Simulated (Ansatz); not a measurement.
```xyz
8

C    -0.5190   -0.3705    1.2643
O    -0.3344   -1.6920    1.6267
O    -0.7472    0.5078    2.3031
Se   -2.0467   -0.3268   -0.0679
H    -1.1628   -2.0373    1.9937
H     0.3974   -0.0459    0.7566
H    -1.6479    0.3706    2.6350
H    -2.2196    1.1372    0.0074
```

Geometry: B3LYP-D3(BJ)/def2-SVP.

Level of theory: Ansatz 0.2.0, isolated molecule in a Gaussian basis; Kohn-Sham density functional theory, functional PBE0.

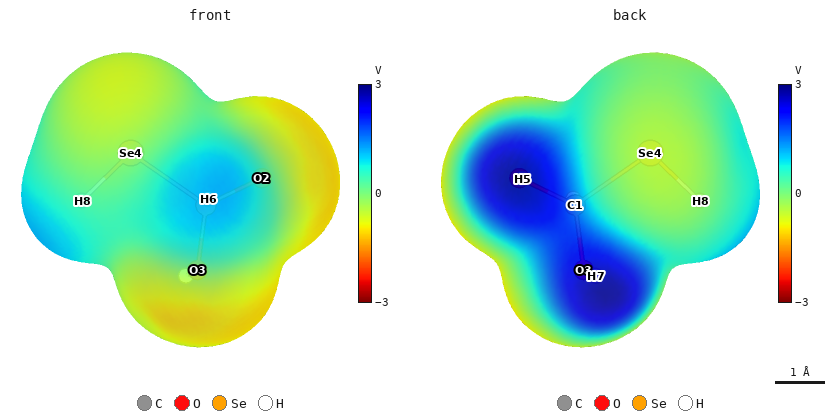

CH4O2Se (SMILES OC(O)[SeH]). The molecular electrostatic potential painted on the density surface at 0.002 e/bohr³, seen from the front and from behind; red is negative and blue positive.

Which sites attract a positive test charge, and which a negative one?

Answer. A positive charge is drawn to the negative regions and a negative charge to the positive ones. The most negative region (about −1.1 V) lies over O2 and O3, the most positive (about +2.7 V) over H5 and H7.
